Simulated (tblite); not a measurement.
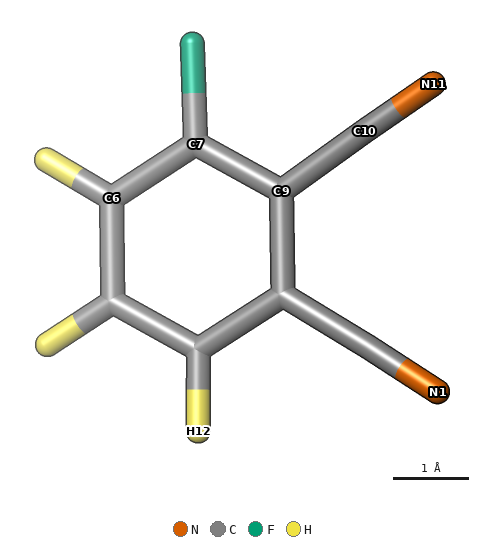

**Figure 1.** The starting structure (stick view, seen at a tilt; atoms are numbered from 1 in the order of the input). Bond lengths as drawn: C–C 1.39 to 1.43 Å, C–F 1.34 Å, C–H 1.08 to 1.10 Å and C–N 1.16 to 1.17 Å.

## Geometry relaxation, with input and output: C8H3FN2

- system: C8H3FN2
- method: GFN2-xTB geometry optimisation, gas phase (tblite 0.8.0)

**What the program printed**
```
step      E/eV     max force
  0    -792.80571    3.484
  1    -792.46560   11.503
  2    -792.89224    1.090
  3    -792.89932    1.031
  4    -792.90888    0.734
  5    -792.91516    0.428
  6    -792.91732    0.086
  7    -792.91792    0.076
  8    -792.91857    0.087
  9    -792.91914    0.061
 10    -792.91937    0.044
 11    -792.91946    0.041
 12    -792.91956    0.036
 13    -792.91956    0.036
 14    -792.91959    0.071
 15    -792.91969    0.040
 16    -792.91980    0.033
 17    -792.91991    0.034
 18    -792.92006    0.036
 19    -792.92022    0.050
 20    -792.92033    0.174
 21    -792.92061    0.053
 22    -792.92080    0.071
 23    -792.92093    0.043
 24    -792.92101    0.031
 25    -792.92110    0.029
 26    -792.92115    0.025
 27    -792.92117    0.010
 28    -792.92117    0.007
 29    -792.92118    0.013
 30    -792.92119    0.019
 31    -792.92121    0.016
 32    -792.92121    0.008
 33    -792.92122    0.007
 34    -792.92122    0.009
 35    -792.92123    0.008
 36    -792.92123    0.003
```

**Trajectory as extended XYZ (Å, eV, eV/Å), 12 frames, from step=0 to step=36**
```
14
Properties=species:S:1:pos:R:3:forces:R:3 step=0 energy=-792.80571
N     3.2029   -1.5900   -0.0500   -3.1990   1.3800  -0.0180
C     2.1250   -1.1227   -0.0457    2.9070  -1.1730   0.0780
C     0.8095   -0.5916   -0.0175   -0.4500  -0.5040  -0.1580
C    -0.2880   -1.4695   -0.0674   -0.0720  -0.4170   0.1440
C    -1.5986   -0.9962   -0.0384    0.3330   0.2740  -0.0920
C    -1.8322    0.3770    0.0026    0.4870   0.0390   0.0340
C    -0.7472    1.2610    0.0392   -0.4520  -0.6180   0.0230
F    -0.9946    2.5783    0.0960    0.1180  -0.2110  -0.0340
C     0.5728    0.7898    0.0317    0.0640   0.7380   0.0420
C     1.6350    1.7398    0.0752    1.3620   0.8200   0.0050
N     2.5142    2.4965    0.1013   -1.5230  -1.2410  -0.0310
H    -0.1219   -2.5565   -0.0972    0.0530   0.6510  -0.0120
H    -2.4411   -1.6863   -0.0654    0.3440   0.2130   0.0130
H    -2.8363    0.7699    0.0134    0.0270   0.0490   0.0080
14
Properties=species:S:1:pos:R:3:forces:R:3 step=3 energy=-792.89932
N     3.1807   -1.5802   -0.0508   -0.0390   0.0310  -0.0180
C     2.1309   -1.1238   -0.0430   -0.4540   0.2180   0.0540
C     0.8022   -0.5970   -0.0214   -0.0670  -0.0510  -0.0600
C    -0.2890   -1.4745   -0.0633    0.0660   0.0590   0.0740
C    -1.5906   -0.9916   -0.0410    0.0810   0.0730  -0.0420
C    -1.8274    0.3756    0.0034    0.1450   0.0070   0.0160
C    -0.7504    1.2517    0.0402   -0.0730  -0.1570   0.0260
F    -0.9920    2.5706    0.0949    0.0460  -0.1390  -0.0210
C     0.5736    0.7972    0.0322   -0.0640  -0.1040  -0.0090
C     1.6379    1.7327    0.0742    0.7730   0.4610  -0.0010
N     2.5058    2.4910    0.1015   -0.7890  -0.6640  -0.0140
H    -0.1196   -2.5434   -0.0977    0.0870   0.1270  -0.0110
H    -2.4304   -1.6792   -0.0650    0.2180   0.1270   0.0000
H    -2.8326    0.7703    0.0136    0.0690   0.0120   0.0060
14
Properties=species:S:1:pos:R:3:forces:R:3 step=6 energy=-792.91732
N     3.1645   -1.5719   -0.0520   -0.0120   0.0260   0.0000
C     2.1147   -1.1151   -0.0394   -0.0340   0.0310  -0.0010
C     0.7958   -0.5958   -0.0250   -0.0620   0.0510   0.0270
C    -0.2873   -1.4721   -0.0584    0.0120  -0.0190  -0.0140
C    -1.5827   -0.9871   -0.0437   -0.0270  -0.0190   0.0120
C    -1.8229    0.3748    0.0045   -0.0120   0.0120   0.0030
C    -0.7491    1.2445    0.0423    0.0280   0.0740   0.0070
F    -0.9887    2.5608    0.0934    0.0160   0.0250  -0.0020
C     0.5721    0.7932    0.0315   -0.0240  -0.0380  -0.0150
C     1.6420    1.7204    0.0723    0.0360  -0.0390  -0.0130
N     2.4951    2.4833    0.1020   -0.0220  -0.0420   0.0050
H    -0.1124   -2.5350   -0.0985    0.0760  -0.0410   0.0020
H    -2.4157   -1.6713   -0.0652    0.0060  -0.0360  -0.0150
H    -2.8261    0.7709    0.0140    0.0180   0.0160   0.0050
14
Properties=species:S:1:pos:R:3:forces:R:3 step=9 energy=-792.91914
N     3.1588   -1.5665   -0.0522   -0.0340   0.0380   0.0000
C     2.1085   -1.1100   -0.0388    0.0590  -0.0150   0.0020
C     0.7898   -0.5938   -0.0229    0.0050  -0.0440  -0.0040
C    -0.2877   -1.4748   -0.0590   -0.0230  -0.0130   0.0060
C    -1.5828   -0.9876   -0.0429   -0.0040  -0.0140  -0.0030
C    -1.8213    0.3760    0.0052    0.0090  -0.0120   0.0070
C    -0.7485    1.2485    0.0432   -0.0410  -0.0100  -0.0080
F    -0.9862    2.5640    0.0930    0.0010   0.0460   0.0000
C     0.5696    0.7924    0.0301   -0.0110   0.0220   0.0050
C     1.6445    1.7114    0.0703    0.0220   0.0290  -0.0030
N     2.4934    2.4785    0.1027    0.0270  -0.0290   0.0010
H    -0.1021   -2.5372   -0.0984    0.0200   0.0030   0.0010
H    -2.4132   -1.6747   -0.0671   -0.0220  -0.0120  -0.0090
H    -2.8234    0.7732    0.0147   -0.0070   0.0100   0.0060
14
Properties=species:S:1:pos:R:3:forces:R:3 step=13 energy=-792.91956
N     3.1592   -1.5636   -0.0522    0.0260   0.0130  -0.0010
C     2.1087   -1.1088   -0.0386   -0.0260   0.0130   0.0040
C     0.7886   -0.5948   -0.0225   -0.0010   0.0230  -0.0030
C    -0.2889   -1.4765   -0.0588    0.0050   0.0100   0.0070
C    -1.5841   -0.9892   -0.0429   -0.0010   0.0040  -0.0040
C    -1.8216    0.3755    0.0058   -0.0110  -0.0020   0.0010
C    -0.7503    1.2501    0.0427    0.0130  -0.0050   0.0010
F    -0.9858    2.5676    0.0929   -0.0060  -0.0300  -0.0050
C     0.5683    0.7931    0.0301    0.0000  -0.0030   0.0000
C     1.6454    1.7113    0.0696   -0.0130  -0.0060   0.0000
N     2.4969    2.4754    0.1028    0.0260  -0.0250  -0.0020
H    -0.0984   -2.5382   -0.0982   -0.0040   0.0050   0.0010
H    -2.4151   -1.6767   -0.0684   -0.0040   0.0100  -0.0050
H    -2.8235    0.7743    0.0155   -0.0030  -0.0060   0.0050
14
Properties=species:S:1:pos:R:3:forces:R:3 step=16 energy=-792.91980
N     3.1597   -1.5609   -0.0523    0.0180   0.0110   0.0010
C     2.1083   -1.1082   -0.0383   -0.0090   0.0180  -0.0010
C     0.7886   -0.5934   -0.0228    0.0070  -0.0230   0.0050
C    -0.2886   -1.4754   -0.0581   -0.0120  -0.0080  -0.0040
C    -1.5842   -0.9888   -0.0433    0.0000  -0.0060   0.0020
C    -1.8221    0.3753    0.0059   -0.0080  -0.0120   0.0000
C    -0.7500    1.2487    0.0428   -0.0190   0.0010  -0.0010
F    -0.9866    2.5649    0.0924   -0.0090   0.0240  -0.0010
C     0.5683    0.7935    0.0301   -0.0050  -0.0020  -0.0010
C     1.6449    1.7112    0.0697    0.0070  -0.0040  -0.0010
N     2.4994    2.4718    0.1026    0.0310  -0.0110   0.0000
H    -0.0987   -2.5374   -0.0981    0.0010   0.0120   0.0030
H    -2.4156   -1.6756   -0.0691   -0.0020   0.0000  -0.0050
H    -2.8242    0.7737    0.0161    0.0000  -0.0010   0.0040
14
Properties=species:S:1:pos:R:3:forces:R:3 step=19 energy=-792.92022
N     3.1625   -1.5517   -0.0523    0.0320   0.0000   0.0020
C     2.1088   -1.1047   -0.0377   -0.0050   0.0150  -0.0030
C     0.7884   -0.5932   -0.0224   -0.0170   0.0200   0.0100
C    -0.2892   -1.4739   -0.0574    0.0030  -0.0140  -0.0110
C    -1.5850   -0.9893   -0.0438   -0.0160  -0.0050   0.0040
C    -1.8242    0.3738    0.0063   -0.0020   0.0140   0.0030
C    -0.7522    1.2467    0.0428    0.0070   0.0440  -0.0020
F    -0.9902    2.5630    0.0911   -0.0070   0.0270   0.0030
C     0.5672    0.7942    0.0299   -0.0130  -0.0030   0.0010
C     1.6457    1.7104    0.0696    0.0500   0.0050  -0.0030
N     2.5101    2.4605    0.1021   -0.0290  -0.0400  -0.0010
H    -0.0992   -2.5346   -0.0972    0.0090  -0.0350   0.0010
H    -2.4172   -1.6739   -0.0715   -0.0060  -0.0300  -0.0020
H    -2.8260    0.7723    0.0183   -0.0050   0.0010  -0.0010
14
Properties=species:S:1:pos:R:3:forces:R:3 step=22 energy=-792.92080
N     3.1668   -1.5407   -0.0522    0.0000   0.0100   0.0000
C     2.1103   -1.0997   -0.0373   -0.0300   0.0170   0.0040
C     0.7869   -0.5922   -0.0208   -0.0070   0.0090  -0.0060
C    -0.2903   -1.4742   -0.0579    0.0110  -0.0050   0.0040
C    -1.5870   -0.9902   -0.0439    0.0030   0.0070  -0.0030
C    -1.8261    0.3735    0.0070    0.0120   0.0150   0.0020
C    -0.7548    1.2487    0.0426    0.0040   0.0100   0.0010
F    -0.9948    2.5651    0.0902    0.0030   0.0020   0.0020
C     0.5648    0.7957    0.0299   -0.0070   0.0010   0.0030
C     1.6486    1.7066    0.0689    0.0460   0.0090  -0.0010
N     2.5218    2.4467    0.1015   -0.0530  -0.0470  -0.0030
H    -0.0988   -2.5352   -0.0962    0.0020  -0.0170  -0.0040
H    -2.4195   -1.6756   -0.0743    0.0150  -0.0100   0.0050
H    -2.8286    0.7709    0.0204    0.0020   0.0000  -0.0040
14
Properties=species:S:1:pos:R:3:forces:R:3 step=26 energy=-792.92115
N     3.1682   -1.5267   -0.0519   -0.0040   0.0070   0.0020
C     2.1089   -1.0927   -0.0362    0.0030   0.0000  -0.0020
C     0.7841   -0.5907   -0.0206   -0.0060  -0.0060   0.0010
C    -0.2907   -1.4750   -0.0576   -0.0010  -0.0040  -0.0030
C    -1.5871   -0.9899   -0.0446   -0.0020  -0.0020   0.0030
C    -1.8269    0.3739    0.0077   -0.0010  -0.0050  -0.0040
C    -0.7570    1.2511    0.0428   -0.0050  -0.0040   0.0020
F    -0.9985    2.5670    0.0896    0.0090   0.0010   0.0040
C     0.5617    0.7968    0.0302    0.0000  -0.0070  -0.0020
C     1.6518    1.6994    0.0682   -0.0220  -0.0120   0.0010
N     2.5315    2.4306    0.1005    0.0190   0.0160  -0.0010
H    -0.0983   -2.5365   -0.0960   -0.0030   0.0080  -0.0030
H    -2.4182   -1.6774   -0.0760    0.0080   0.0060   0.0070
H    -2.8301    0.7696    0.0217    0.0050   0.0010  -0.0060
14
Properties=species:S:1:pos:R:3:forces:R:3 step=29 energy=-792.92118
N     3.1678   -1.5268   -0.0516    0.0060   0.0040   0.0020
C     2.1085   -1.0927   -0.0364    0.0010  -0.0010  -0.0010
C     0.7838   -0.5912   -0.0207    0.0030   0.0010  -0.0010
C    -0.2909   -1.4752   -0.0577    0.0000   0.0010  -0.0010
C    -1.5869   -0.9899   -0.0444   -0.0030   0.0000   0.0010
C    -1.8267    0.3738    0.0073    0.0000   0.0030  -0.0010
C    -0.7569    1.2508    0.0430    0.0030   0.0000  -0.0010
F    -0.9973    2.5670    0.0902    0.0040  -0.0010   0.0030
C     0.5617    0.7963    0.0301    0.0010   0.0010   0.0010
C     1.6512    1.6995    0.0683    0.0080   0.0080   0.0010
N     2.5306    2.4316    0.1004   -0.0100  -0.0090  -0.0010
H    -0.0985   -2.5363   -0.0965   -0.0010  -0.0050  -0.0030
H    -2.4174   -1.6772   -0.0750   -0.0070  -0.0040   0.0050
H    -2.8296    0.7698    0.0209   -0.0030   0.0010  -0.0050
14
Properties=species:S:1:pos:R:3:forces:R:3 step=32 energy=-792.92121
N     3.1690   -1.5238   -0.0508    0.0020   0.0030   0.0000
C     2.1087   -1.0921   -0.0367    0.0010  -0.0010   0.0020
C     0.7835   -0.5915   -0.0209    0.0030  -0.0010  -0.0070
C    -0.2913   -1.4755   -0.0583    0.0010   0.0000   0.0040
C    -1.5874   -0.9900   -0.0438    0.0000   0.0020  -0.0040
C    -1.8270    0.3740    0.0067    0.0010   0.0000   0.0020
C    -0.7569    1.2507    0.0431    0.0000  -0.0010  -0.0010
F    -0.9957    2.5670    0.0915   -0.0050  -0.0010   0.0010
C     0.5614    0.7959    0.0302    0.0020  -0.0010   0.0040
C     1.6508    1.6992    0.0685    0.0080  -0.0020  -0.0010
N     2.5313    2.4300    0.0998   -0.0050  -0.0010   0.0000
H    -0.0992   -2.5368   -0.0975   -0.0020   0.0010  -0.0010
H    -2.4179   -1.6777   -0.0731   -0.0040   0.0020   0.0020
H    -2.8299    0.7701    0.0190   -0.0030   0.0010  -0.0010
14
Properties=species:S:1:pos:R:3:forces:R:3 step=36 energy=-792.92123
N     3.1700   -1.5217   -0.0504    0.0010   0.0010   0.0010
C     2.1090   -1.0918   -0.0366    0.0000   0.0000  -0.0010
C     0.7835   -0.5919   -0.0216   -0.0010  -0.0010   0.0030
C    -0.2916   -1.4756   -0.0581   -0.0010  -0.0010  -0.0030
C    -1.5877   -0.9899   -0.0440    0.0000   0.0010   0.0020
C    -1.8272    0.3740    0.0067    0.0010   0.0000  -0.0010
C    -0.7569    1.2505    0.0432    0.0010   0.0000   0.0020
F    -0.9958    2.5668    0.0921   -0.0020  -0.0010   0.0000
C     0.5615    0.7955    0.0306    0.0000  -0.0010  -0.0030
C     1.6514    1.6983    0.0685   -0.0010  -0.0020   0.0010
N     2.5316    2.4292    0.0995    0.0010   0.0020   0.0000
H    -0.0998   -2.5369   -0.0980   -0.0010  -0.0010   0.0010
H    -2.4185   -1.6774   -0.0721    0.0000   0.0020  -0.0010
H    -2.8302    0.7703    0.0180    0.0020   0.0000   0.0010
```

The run was set up as follows.

**Input file**
```
{"job": {"xc": "GFN2-xTB", "basis": "xTB", "kind": "relax"}, "charge": 0, "multiplicity": 1}
N      3.202900    -1.590000    -0.050000
C      2.125000    -1.122700    -0.045700
C      0.809500    -0.591600    -0.017500
C     -0.288000    -1.469500    -0.067400
C     -1.598600    -0.996200    -0.038400
C     -1.832200     0.377000     0.002600
C     -0.747200     1.261000     0.039200
F     -0.994600     2.578300     0.096000
C      0.572800     0.789800     0.031700
C      1.635000     1.739800     0.075200
N      2.514200     2.496500     0.101300
H     -0.121900    -2.556500    -0.097200
H     -2.441100    -1.686300    -0.065400
H     -2.836300     0.769900     0.013400
```

The first line tells a small driver script what to run in tblite; the rest is the geometry in Å.

Command:
```bash
OMP_NUM_THREADS=1 python <driver script> task.json out
```

**Key numbers**

| quantity | value |
| --- | --- |
| outcome | converged |
| total energy | −792.9212 eV |
| hardware | 1 CPU thread, shared host |
| peak memory | 0.78 GiB |
